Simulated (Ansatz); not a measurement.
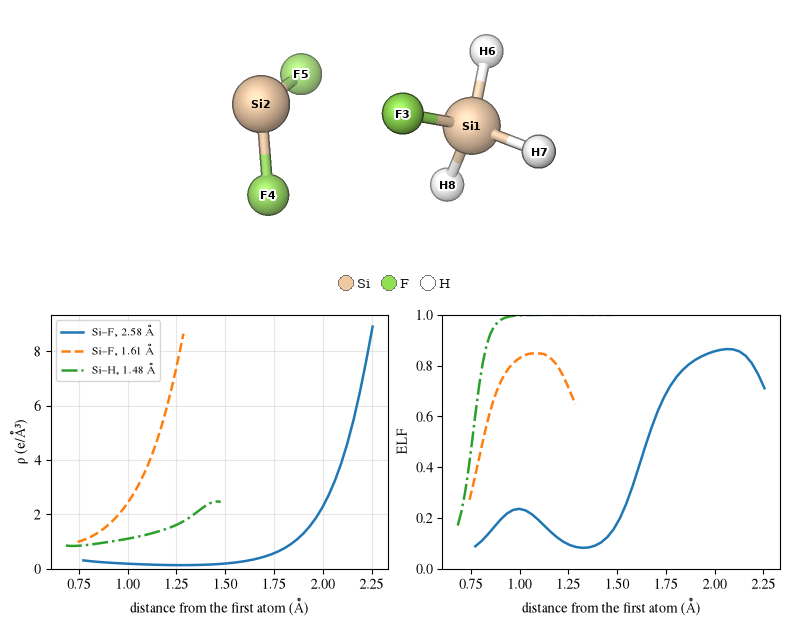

Figure. FH3Si···F2Si. Total electron density and electron localisation function along straight lines between neighbouring atoms. The curves leave out the atomic cores. The structure is drawn too.

The product side of a reaction path; geometry: PBE0-D4/def2-TZVP.

These are results of RKS PBE0-D4/def2-TZVPP (Ansatz), not measurements.

```json
{"atom": "Si", "x (Å)": "-0.6508", "y (Å)": "-0.5828", "z (Å)": "0.9658"}
{"atom": "Si", "x (Å)": "0.6933", "y (Å)": "1.1655", "z (Å)": "-2.0266"}
{"atom": "F", "x (Å)": "-0.8869", "y (Å)": "-0.3016", "z (Å)": "-0.6146"}
{"atom": "F", "x (Å)": "1.6857", "y (Å)": "-0.0958", "z (Å)": "-1.9352"}
{"atom": "F", "x (Å)": "0.9494", "y (Å)": "1.8147", "z (Å)": "-0.5706"}
{"atom": "H", "x (Å)": "-1.0893", "y (Å)": "0.6200", "z (Å)": "1.7050"}
{"atom": "H", "x (Å)": "-1.4863", "y (Å)": "-1.7559", "z (Å)": "1.3074"}
{"atom": "H", "x (Å)": "0.7849", "y (Å)": "-0.8640", "z (Å)": "1.1688"}
```

**What can be read from the curves?**

Si2···F3 (2.58 Å): the density falls to about 0.13 e/Å³ on the way; the ELF dips to about 0.10 between them.
Si–F (1.61 Å): ρ is about 1.1 e/Å³ halfway; the ELF peaks at about 0.85 in the valence shell of F, 0.5 Å from its nucleus, and is about 0.50 at the midpoint.
Si–H (1.48 Å): ρ at the midpoint is about 0.84 e/Å³; the ELF climbs to about 1 towards the hydrogen, as it does in any bond to H.
